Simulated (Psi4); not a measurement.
# DSD-PBEP86/cc-pVTZ run of SiCl2 (SMILES Cl[Si]Cl)

Aim: the energy change on altering one bond length of SiCl2 at DSD-PBEP86/cc-pVTZ, from 2 runs. 

Program for the calculation: Psi4 1.11.

3 further runs of the same task are left out: 3 set aside as unsound or not needed.

**1. Starting point**

SiCl2 has 3 atoms, charge 0, and is taken as a singlet. SMILES: `Cl[Si]Cl`. The shape is that of a PBE0-D4/def2-TZVP optimisation.

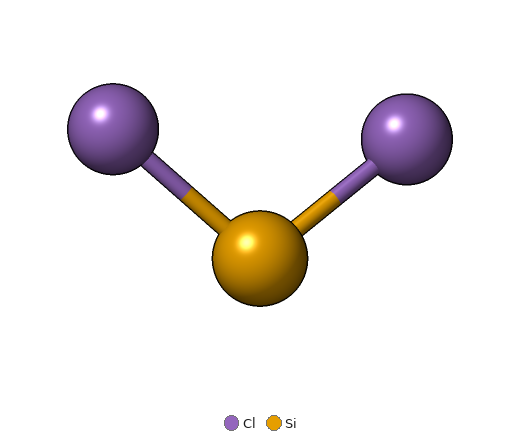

The structure, seen from a chosen angle (chlorine purple, silicon amber).

**2. A single-point energy at DSD-PBEP86/cc-pVTZ**

Contents of input.dat:

```
memory 1.6 GB

molecule {
  0 1
  Cl     0.293800     1.603800     0.338000
  Si    -0.770100    -0.010400    -0.422000
  Cl     0.476300    -1.593400     0.084000
  units angstrom
  symmetry c1
  no_reorient
  no_com
}

set puream true
set e_convergence 1e-09
set d_convergence 1e-08
set scf_type pk
set dft_radial_points 99
set dft_spherical_points 590
set num_frozen_docc 15

e, wfn = energy('dsd-pbep86/cc-pVTZ', return_wfn=True)
```

On the command line:

```console
psi4 input.dat output.dat -n 1
```

output.dat:

```text
[...]
  Running in c1 symmetry.
[...]
  Nuclear repulsion =  168.862006344462912
[...]
  Multiplicity = 1
[...]
  Nalpha       = 24
  Nbeta        = 24
[...]
    Number of basis functions: 102
[...]
   @RKS iter   1: -1208.83326297823646   -3.55670e-01   2.37363e-03 ADIIS/DIIS
[...]
   @RKS iter  10: -1208.85616273111941   -2.34195e-11   6.33109e-09 DIIS
[...]
    Orbital Energies [Eh]
    ---------------------
    Doubly Occupied:
       1A   -103.696857     2A   -103.696844     3A    -67.950117
       4A    -10.193094     5A    -10.193080     6A     -7.757053
       7A     -7.757039     8A     -7.755509     9A     -7.755496
      10A     -7.754725    11A     -7.754711    12A     -5.924696
      13A     -4.112349    14A     -4.111381    15A     -4.109346
      16A     -1.036149    17A     -1.006400    18A     -0.624318
      19A     -0.508337    20A     -0.475276    21A     -0.465445
      22A     -0.433651    23A     -0.418031    24A     -0.345016
[...]
  @RKS Final Energy: -1208.85616273111941
   => Energetics <=
    Nuclear Repulsion Energy =            168.8620063444629125
    One-Electron Energy =               -2008.2121053522857892
    Two-Electron Energy =                 652.4322165367935895
    DFT Exchange-Correlation Energy =     -21.9382802600903055
    Empirical Dispersion Energy =           0.0000000000000000
    VV10 Nonlocal Energy =                  0.0000000000000000
    Total Energy =                      -1208.8561627311196389
[...]
 Multipole Moments:
 ------------------------------------------------------------------------------------
     Multipole            Electronic (a.u.)      Nuclear  (a.u.)        Total (a.u.)
 ------------------------------------------------------------------------------------
 L = 1.  Multiply by 2.5417464519 to convert [e a0] to [Debye]
 Dipole X            :         -4.7258173            4.3658343           -0.3599830
 Dipole Y            :         -0.0636529            0.0589595           -0.0046934
 Dipole Z            :         -2.5896384            2.3923933           -0.1972452
 Magnitude           :                                                    0.4105063
[...]
```

Wall time 23 s (1 thread of Intel Xeon 6975P-C (Granite Rapids), shared host); peak memory 0.82 GiB.

**3. The distorted shape at the same level**

Contents of calc.inp:

```
memory 1600 MB

molecule molecule1 {
  0 1
  Cl    -1.201881     3.503401    -0.269200
  Si    -2.265781     1.889201    -1.029200
  Cl     0.476300    -1.593400     0.084000
  units angstrom
  symmetry c1
}

set {
  basis cc-pVTZ
  puream true
  e_convergence 1e-09
  d_convergence 1e-08
  scf_type pk
  dft_radial_points 99
  dft_spherical_points 590
  num_frozen_docc 15
}

energy("dsd-pbep86")
print_variables()
```

On the command line:

```console
psi4 -n 1 calc.inp calc.out
```

calc.out:

```text
[...]
  Running in c1 symmetry.
[...]
  Nuclear repulsion =  116.625658765460145
[...]
  Multiplicity = 1
[...]
  Nalpha       = 24
  Nbeta        = 24
[...]
    Number of basis functions: 102
[...]
   @RKS iter   1: -1208.57432425225738   -6.24422e-01   3.82599e-03 DIIS/ADIIS
[...]
   @RKS iter  17: -1208.68186057270213   -9.02673e-11   8.45978e-09 DIIS
[...]
    Orbital Energies [Eh]
    ---------------------
    Doubly Occupied:
       1A   -103.802124     2A   -103.533613     3A    -68.087339
       4A    -10.295727     5A    -10.027949     6A     -7.859482
       7A     -7.857893     8A     -7.857589     9A     -7.592292
      10A     -7.589924    11A     -7.589910    12A     -6.057727
      13A     -4.243974    14A     -4.242992    15A     -4.241429
      16A     -1.114613    17A     -0.816367    18A     -0.699100
      19A     -0.538019    20A     -0.537392    21A     -0.509402
      22A     -0.276558    23A     -0.276528    24A     -0.258639
[...]
  @RKS Final Energy: -1208.68186057270213
   => Energetics <=
    Nuclear Repulsion Energy =            116.6256587654601447
    One-Electron Energy =               -1903.2800728286083540
    Two-Electron Energy =                 599.8633266358679066
    DFT Exchange-Correlation Energy =     -21.8907731454219139
    Empirical Dispersion Energy =           0.0000000000000000
    VV10 Nonlocal Energy =                  0.0000000000000000
    Total Energy =                      -1208.6818605727021350
[...]
 Multipole Moments:
 ------------------------------------------------------------------------------------
     Multipole            Electronic (a.u.)      Nuclear  (a.u.)        Total (a.u.)
 ------------------------------------------------------------------------------------
 L = 1.  Multiply by 2.5417464519 to convert [e a0] to [Debye]
 Dipole X            :         -2.5886458           -1.1415341           -3.7301800
 Dipole Y            :          4.0687322            0.5056213            4.5743535
 Dipole Z            :          0.0000000           -0.0000000            0.0000000
 Magnitude           :                                                    5.9024531
[...]
```

Wall time 16 s (1 thread of Intel Xeon 6975P-C (Granite Rapids), shared host); peak memory 0.79 GiB.

**4. Outcome**

At DSD-PBEP86/cc-pVTZ, 15 core orbitals frozen:

| quantity | value |
| --- | --- |
| first shape: total energy | -1209.10589 Eh |
| first shape: HOMO energy (SCF part's orbitals) | -9.39 eV |
| first shape: LUMO energy (SCF part's orbitals) | -0.98 eV |
| first shape: HOMO–LUMO gap (SCF part's orbitals) | 8.41 eV |
| distorted shape: total energy | -1208.93916 Eh |
| distorted shape: HOMO energy (SCF part's orbitals) | -7.04 eV |
| distorted shape: LUMO energy (SCF part's orbitals) | -3.86 eV |
| distorted shape: HOMO–LUMO gap (SCF part's orbitals) | 3.17 eV |
| energy change with the Si2–Cl3 bond stretched from 2.077 to 4.570 Å | 4.537 eV |

What this shows: One bond (distorted shape) is far stretched, which a spin-restricted single reference describes badly; a broken-symmetry solution may lie lower. With the Si2–Cl3 bond stretched from 2.077 to 4.570 Å the energy rises by 4.54 eV (105 kcal/mol). The first shape isn't relaxed at this level, so the change isn't measured from a minimum. A restricted reference can't describe the breaking bond well at this length.
